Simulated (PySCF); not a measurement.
SMILES CC(CCB)=O, singlet at its GFN2-xTB optimised geometry (Å):

```
15

B      2.4512    -1.1884     0.0000
C      0.8882    -1.1884     0.0000
C      0.1836     0.1698     0.0000
C     -1.2919     0.0633    -0.3248
C     -2.0965     1.2946     0.0175
O     -1.7863    -0.9173    -0.8201
H      3.0194    -2.1979     0.1564
H      3.0590    -0.2037    -0.1742
H      0.5682    -1.7274    -0.9007
H      0.4879    -1.7928     0.8190
H      0.6247     0.8185    -0.7625
H      0.3058     0.6735     0.9606
H     -3.0590     1.2683    -0.4866
H     -2.2681     1.3088     1.0929
H     -1.5559     2.1979    -0.2520
```

Level of theory: PBE0/def2-TZVP run with PySCF.

Map of the electrostatic potential (hartree/e), clipped to [-0.08, 0.12] on the plane z = 0.8 Å:

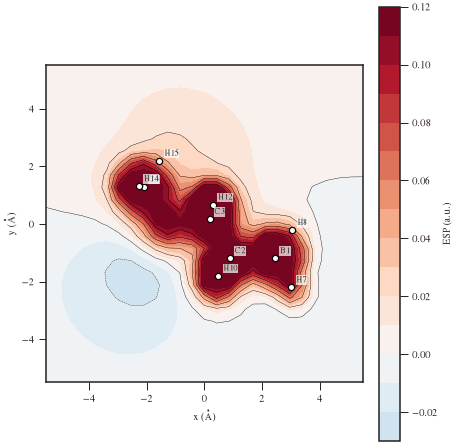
*Electrostatic potential (hartree/e), clipped to [-0.08, 0.12] on the plane z = 0.8 Å.*
